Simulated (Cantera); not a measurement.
Charge: 1 mol CO, 0.12 mol H2O, a varied amount of N2, held at 775 K and 100000 Pa.

These are equilibrium values from Cantera (NASA tables, ideal gas, pure condensed phases), not measurements of a reactor. Candidate condensed phases: C, C6H6, C7H8, C8H18, H2O; 136 gas species. Rates play no part.

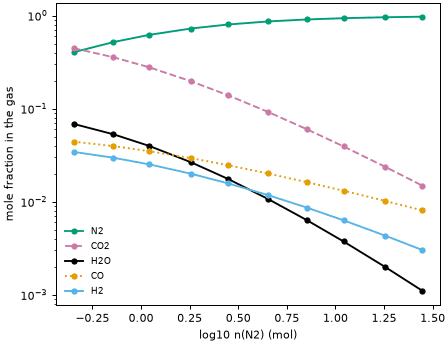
Equilibrium gas composition (values under 1e-9 drawn at 1e-9)

Question: Read off the mole fractions at 1.8 mol N2.

Answer: N2 about 0.73, CO2 about 0.20, CO about 0.029, H2O about 0.027, H2 about 0.020.
